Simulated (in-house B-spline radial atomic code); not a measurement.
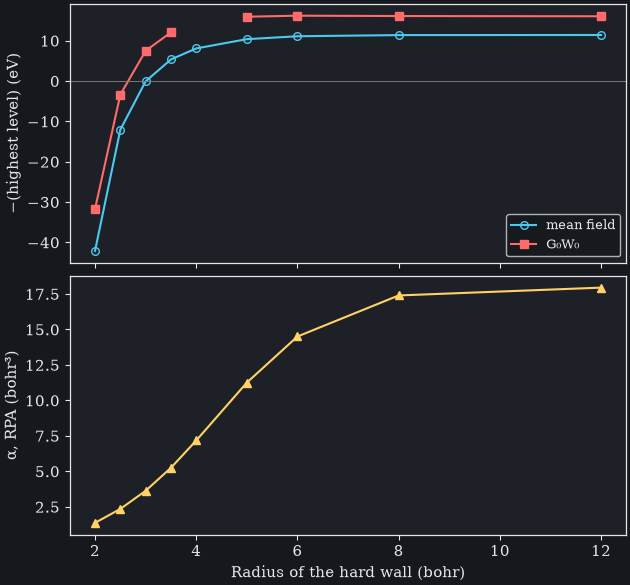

Mo⁺ ([Kr] 4d⁵) confined in a hard spherical wall, PBE start. All-electron spherical atom, scalar X2C, no spin-orbit coupling, Breit or QED terms; computed with a B-spline radial code.

> Describe the effect of the wall.

As the wall closes from 12 to 2 bohr, the mean-field binding energy of 4d↑ goes from 11.42 to −42.11 eV, so the level rises above zero, and the G₀W₀ value from 16.06 (at 12 bohr) to −31.72 eV (at 2 bohr). The RPA-screened polarisability falls from 17.9 to 1.37 bohr³, and the RPA correlation energy goes from −3.07 to −3.14 hartree.
